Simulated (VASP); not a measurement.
Band structure of Mo₂N (relaxed from the layer:CdI2 structure). These are PBEsol GGA, VASP's PBE PAW potentials (set 64) (plane waves; VASP) values and carry that method's errors.

The cell holds a wide vacuum, so values per volume refer to the whole cell.

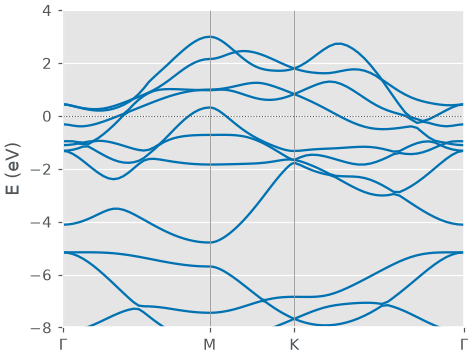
Figure: Bands along high-symmetry lines, zero at the valence-band maximum or, without a gap, the Fermi level

Question: Read the plot: is there a gap, and where are the band edges?

Answer: It has no gap at this level: it comes out as a metal or semimetal. (Edges off the drawn lines would not show.)

The cell is a sheet with vacuum, built from a generated structure.
